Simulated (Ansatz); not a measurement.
# Work function of Li(100): what the settings cost and change, part 2 of 2

Aim: the numerical settings behind the work function of Li(100), with the cost of each.

Ansatz 0.2.0; plane-wave DFT, PBE, Ansatz PAW.

So far. Step 9 (Run): The work function is 3.035 eV, -0.001 eV from the run “cutoff 420 eV”, at 2.0 times its CPU time.

### 10. Run

File input.yaml:

```yaml
crystal:
  lattice:
    - [3.49, 0.0, 0.0]
    - [0.0, 3.49, 0.0]
    - [0.0, 0.0, 28.47]
  atoms:
    - { symbol: Li, position: [0.0, 0.0, 0.3161222339] }
    - { symbol: Li, position: [0.5, 0.5, 0.3774148226] }
    - { symbol: Li, position: [0.0, 0.0, 0.4387074113] }
    - { symbol: Li, position: [0.5, 0.5, 0.5] }
    - { symbol: Li, position: [0.0, 0.0, 0.5612925887] }
    - { symbol: Li, position: [0.5, 0.5, 0.6225851774] }
    - { symbol: Li, position: [0.0, 0.0, 0.6838777661] }
kpoints:
  mp_grid: { grid: [12, 12, 1] }
hamiltonian:
  xc: pbe
scf:
  occupations: { method: gaussian, width: 0.05 }
  convergence: { dr2_threshold: 1.0e-09 }
efield:
  axis: 3
  dipole_correction: true
  ramp_position: 0.97
  ramp_width: 0.06
output:
  write_potential: true
  write_density: true
  volumetric_format: npy
```

Command:

```console
ansatz run input.yaml --threads 2 --pin off --max-ram 3072MiB --backend cpu --events-out ev --progress --plain --runs-dir out
```

Numbers of over 12 decimals in the logs are rounded to 6 here.

Log:

```text
[...]
Crystal: 7 atoms, lattice volume = 346.767 Å³
Basis set: ecut = 420 eV, 6699 PW (Γ)
Bands: 18, of which v1, the nominal top of the filled ones, is band 11 counted from 1 (10 counted from 0)
Symmetry: 8 space group operations
k-points: 28 of 144
[...]
k-point 1: bands = [... 7 lower, -4.5447, -4.1399, -3.4265, -2.4828, -1.4512, -0.4238, 0.6891, 1.6568, ... 3 higher]
  k-point 2: bands = [... 7 lower, -4.3500, -3.9455, -3.2329, -2.2902, -1.2595, -0.2380, 0.8524, 1.7831, ... 3 higher]
  k-point 27: bands = [... 7 lower, -0.8087, -0.8087, -0.3004, -0.3004, 0.6016, 0.6016, 1.8278, 1.8583, ... 3 higher]
[key lines of the parts left out:]
SCF converged after 7 iterations
Free energy (F): -1432.078899 eV
Fermi energy:    -1.259834 eV
Dipole field:    D = 0.000006 V/Å  (p = 0.000012 e·Å, saw-weighted, corrected)
Work function:   Φ+ = 3.0130 eV   Φ− = 3.0132 eV
```

Elapsed: 21 s, on 2 threads of Arm Neoverse N1, shared host; peak memory 0.5 GiB.

The work function is 3.013 eV, -0.023 eV from the run “cutoff 420 eV”, at 0.96 times its CPU time.

### 11. Run

Changes to input.yaml since step 10:

```diff
@@ -18,3 +18,3 @@
 scf:
-  occupations: { method: gaussian, width: 0.05 }
+  occupations: { method: methfessel_paxton, width: 0.2 }
   convergence: { dr2_threshold: 1.0e-09 }
```

Log:

```text
[...]
Crystal: 7 atoms, lattice volume = 346.767 Å³
Basis set: ecut = 420 eV, 6699 PW (Γ)
Bands: 18, of which v1, the nominal top of the filled ones, is band 11 counted from 1 (10 counted from 0)
Symmetry: 8 space group operations
k-points: 28 of 144
[...]
k-point 1: bands = [... 7 lower, -4.5695, -4.1623, -3.4474, -2.4993, -1.4647, -0.4353, 0.6797, 1.6597, ... 3 higher]
  k-point 2: bands = [... 7 lower, -4.3748, -3.9679, -3.2539, -2.3069, -1.2734, -0.2500, 0.8417, 1.7814, ... 3 higher]
  k-point 27: bands = [... 7 lower, -0.8333, -0.8333, -0.3225, -0.3225, 0.5805, 0.5805, 1.8022, 1.8340, ... 3 higher]
[key lines of the parts left out:]
SCF converged after 7 iterations
Free energy (F): -1432.077266 eV
Fermi energy:    -1.260291 eV
Dipole field:    D = 0.000001 V/Å  (p = 0.000003 e·Å, saw-weighted, corrected)
Work function:   Φ+ = 3.0328 eV   Φ− = 3.0328 eV
```

Run time: 21 s. Hardware: 2 threads; peak memory 0.51 GiB; 34 s of CPU time.

The work function is 3.033 eV, -0.003 eV from the run “cutoff 420 eV”, at 0.95 times its CPU time.

### 12. Slab

Changes to input.yaml since step 11:

```diff
@@ -18,3 +18,3 @@
 scf:
-  occupations: { method: methfessel_paxton, width: 0.2 }
+  occupations: { method: fermi_dirac, width: 0.3 }
   convergence: { dr2_threshold: 1.0e-09 }
```

Log:

```text
band count auto-derived: 21 (N_el = 21.0; filled up to band 11; 18 by the electrons, moments and atoms)
[...]
Crystal: 7 atoms, lattice volume = 346.767 Å³
Basis set: ecut = 420 eV, 6699 PW (Γ)
Bands: 21, of which v1, the nominal top of the filled ones, is band 11 counted from 1 (10 counted from 0)
Symmetry: 8 space group operations
k-points: 28 of 144
[...]
k-point 1: bands = [... 7 lower, -4.6140, -4.1957, -3.4815, -2.5263, -1.4856, -0.4528, 0.6643, 1.6569, ... 6 higher]
  k-point 2: bands = [... 7 lower, -4.4194, -4.0014, -3.2881, -2.3343, -1.2949, -0.2683, 0.8240, 1.7738, ... 6 higher]
  k-point 27: bands = [... 7 lower, -0.8774, -0.8774, -0.3555, -0.3555, 0.5457, 0.5457, 1.7622, 1.7989, ... 6 higher]
[key lines of the parts left out:]
SCF converged after 7 iterations
Free energy (F): -1432.613463 eV
Fermi energy:    -1.337852 eV
Dipole field:    D = 0.000000 V/Å  (p = 0.000000 e·Å, saw-weighted, corrected)
Work function:   Φ+ = 3.1434 eV   Φ− = 3.1433 eV
```

It took 24 s on 2 threads; peak memory 0.53 GiB.

The work function is 3.143 eV, +0.108 eV from the run “cutoff 420 eV”, at 1.1 times its CPU time.

### 13. Run

Changes to input.yaml since step 12:

```diff
@@ -18,3 +18,3 @@
 scf:
-  occupations: { method: fermi_dirac, width: 0.3 }
+  occupations: { method: cold, width: 0.1 }
   convergence: { dr2_threshold: 1.0e-09 }
```

Log:

```text
[...]
Crystal: 7 atoms, lattice volume = 346.767 Å³
Basis set: ecut = 420 eV, 6699 PW (Γ)
Bands: 18, of which v1, the nominal top of the filled ones, is band 11 counted from 1 (10 counted from 0)
Symmetry: 8 space group operations
k-points: 28 of 144
[...]
k-point 1: bands = [... 7 lower, -4.5542, -4.1487, -3.4355, -2.4903, -1.4574, -0.4295, 0.6847, 1.6575, ... 3 higher]
  k-point 2: bands = [... 7 lower, -4.3595, -3.9544, -3.2419, -2.2978, -1.2658, -0.2438, 0.8475, 1.7820, ... 3 higher]
  k-point 27: bands = [... 7 lower, -0.8182, -0.8182, -0.3092, -0.3092, 0.5924, 0.5924, 1.8186, 1.8502, ... 3 higher]
[key lines of the parts left out:]
SCF converged after 7 iterations
Free energy (F): -1432.075001 eV
Fermi energy:    -1.260055 eV
Dipole field:    D = 0.000001 V/Å  (p = 0.000002 e·Å, saw-weighted, corrected)
Work function:   Φ+ = 3.0216 eV   Φ− = 3.0215 eV
```

Wall time 21 s (2 threads); peak memory 0.51 GiB; 34 s of CPU time.

The work function is 3.022 eV, -0.014 eV from the run “cutoff 420 eV”, at 0.95 times its CPU time.

### 14. Side by side

Times are for 2 threads of Arm Neoverse N1, shared host. Results by setting:

```
no.                            setting  work function, upper face (eV)   time  memory (GiB)
  1                      cutoff 200 eV                           3.047  9.5 s          0.32
  2                      cutoff 300 eV                           3.036   14 s          0.39
  3                      cutoff 420 eV                           3.036   21 s           0.5
  4                      cutoff 600 eV                           3.036   39 s          0.72
  5                           mesh 2x2                           3.323  3.6 s           0.4
  6                           mesh 4x4                           3.017  6.7 s          0.39
  7                           mesh 8x8                           3.040   11 s          0.44
  8                         mesh 18x18                           3.035   40 s          0.68
  9          Gaussian smearing 0.05 eV                           3.013   21 s           0.5
 10  methfessel_paxton smearing 0.2 eV                           3.033   21 s          0.51
 11        fermi_dirac smearing 0.3 eV                           3.143   24 s          0.53
 12               cold smearing 0.1 eV                           3.022   21 s          0.51
```

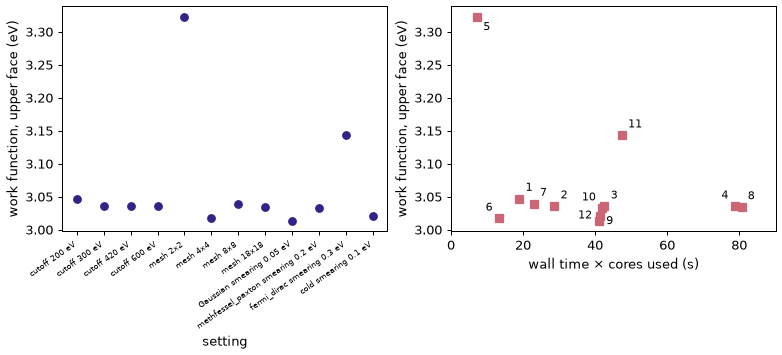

The series as plots; the last panel sets the first result against cost, with the runs numbered as in the table.

### 15. Varying the input

An input spoilt on purpose, to show how the run answers: it repeats the earlier run “cutoff 200 eV” with efield.amplitude to 3.0, and scf.max_iter set to 60; its output block differs too.

Changes to input.yaml since step 13:

```diff
@@ -18,4 +18,5 @@
 scf:
-  occupations: { method: cold, width: 0.1 }
+  occupations: { method: fermi_dirac, width: 0.1 }
   convergence: { dr2_threshold: 1.0e-09 }
+  max_iter: 60
 efield:
@@ -25,2 +26,5 @@
   ramp_width: 0.06
+  amplitude: 3.0
+basis:
+  ecutwfc: "200 eV"
 output:
```

Log:

```text
[...]
Crystal: 7 atoms, lattice volume = 346.767 Å³
Basis set: ecut = 200 eV, 2177 PW (Γ)
Bands: 18, of which v1, the nominal top of the filled ones, is band 11 counted from 1 (10 counted from 0)
Symmetry: 8 space group operations
k-points: 28 of 144
[...]
SCF iter   1: F=—  HF=-1437.476490 eV  |F-HF|=—  |Δ(HF+E_count)|=         —  Δρ=1.25e-2  dr2=3.16e1  ethr=3.10e-3  p=2.968 e·Å  D=1.55e0 V/Å  ΔV_dip=-44.09 eV  dr2_dipole=6.72e0  V_vac-E_F(+/−)=25.23/4.48 eV  ⟨swp⟩=13.5  Hψ=4822  notcnv=0
[...]
SCF iter  15: F=-1434.621022 eV  HF=-1434.621022 eV  |F-HF|=4.50e-11  |Δ(HF+E_count)|=  2.05e-10  Δρ=7.81e-8  dr2=5.79e-11  ethr=4.76e-12  p=2.897 e·Å  D=1.51e0 V/Å  ΔV_dip=-43.05 eV  dr2_dipole=3.00e-12  V_vac-E_F(+/−)=21.29/0.02 eV  ⟨swp⟩=13.0  Hψ=3420  notcnv=0
[...]
SCF 1 converged in 15 iterations: F = -1434.621022 eV  dr2 = 5.79e-11
[...]
SCF converged after 15 iterations
Free energy (F): -1434.621022 eV
[...]
Internal energy: -1434.497071 eV  (E = F + TS)
E sigma→0 (E₀):  -1434.559046 eV
Entropy (-TS):   -0.123951 eV (-17.707 meV/atom)
Fermi energy:    -2.338701 eV
Dipole field:    D = 1.511950 V/Å  (p = 2.897438 e·Å, saw-weighted, corrected)
Work function:   not extracted (applied field tilts the vacuum); planar V_es + V_field profile in the machine report
[...]
--- Band table (eV; the first three rows and the last of 28) ---
  k-point 0: bands = [... 7 lower, -5.6914, -5.2705, -4.5443, -3.6260, -2.7488, -1.6591, -0.4291, 0.7451, ... 3 higher]
  k-point 1: bands = [... 7 lower, -5.6250, -5.2045, -4.4781, -3.5592, -2.6795, -1.5979, -0.3767, 0.7892, ... 3 higher]
  k-point 2: bands = [... 7 lower, -5.4305, -5.0114, -4.2854, -3.3612, -2.4760, -1.4262, -0.2649, 0.6578, ... 3 higher]
  k-point 27: bands = [... 7 lower, -1.9130, -1.9130, -1.3877, -1.3877, -0.4627, -0.4627, 0.7513, 0.7753, ... 3 higher]
```

The job ended after 21 s (2 threads; peak memory 0.31 GiB; 34 s of CPU time).

The fault (a field far too strong) makes this run a check alone; its numbers are not taken further.

### 16. Results

```
work function, cutoff 420 eV             : 3.036 eV
work function, cutoff 600 eV             : 3.036 eV
work function, mesh 2x2                  : 3.323 eV
work function, Gaussian smearing 0.05 eV : 3.013 eV
```

The run at the highest cutoff gives 3.04 eV, and the settings tried spread the value from 3.01 to 3.32 eV. Against 600 eV, a cutoff of 200 eV is off by +0.012 eV. Against 600 eV, a cutoff of 420 eV is off by -0.000 eV. Against the finest mesh, 18 points along a, the coarser ones are off by +0.29 (2), -0.02 (4) and +0.01 (8) eV. The smearing schemes and widths spread it over 0.13 eV. The ladder's slabs use the tabulated experimental lattice constant (two decimals; a low-temperature value for the alkali metals). In 1 run of the series (cutoff 200 eV) the program warns that electrons reach the sawtooth's ramp, which makes dipole and work function less sure.

[Logs are printed without paths, hosts, clocks, repeated set-up lines and the standing remarks that a program may print on its own settings, such as how far it seeks lower states.]

[Hosts, paths, dates, database ids (printed as entryN), source tags and the programs' standing remarks are cut or masked in the printed files.]

[Maps of the electrostatic potential energy from Ansatz leave out the sawtooth potential of an applied field or a dipole correction, so their vacuum need not be flat; planar profiles and work functions include it.]
